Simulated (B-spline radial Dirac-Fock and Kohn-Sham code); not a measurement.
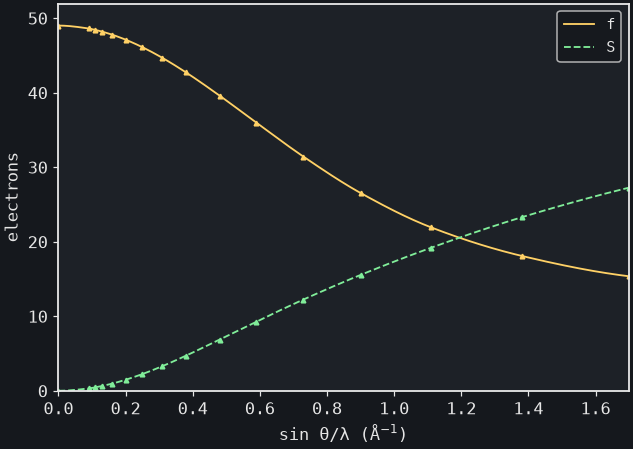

The X-ray form factor f and the incoherent scattering function S against sin θ/λ. Computed with a B-spline radial atomic code: the spherical Dirac–Fock density (average of configuration), S by Waller and Hartree.

**The nuclear charge is 71. What is the species?**

Lu²²⁺: f(0) = 49 electrons, so the charge is 71 − 49 = +22.

**Where has f fallen to half its forward value?**

Near sin θ/λ = 0.99 Å⁻¹.

**How many electrons does the species have?**

49, the value of f at zero angle.
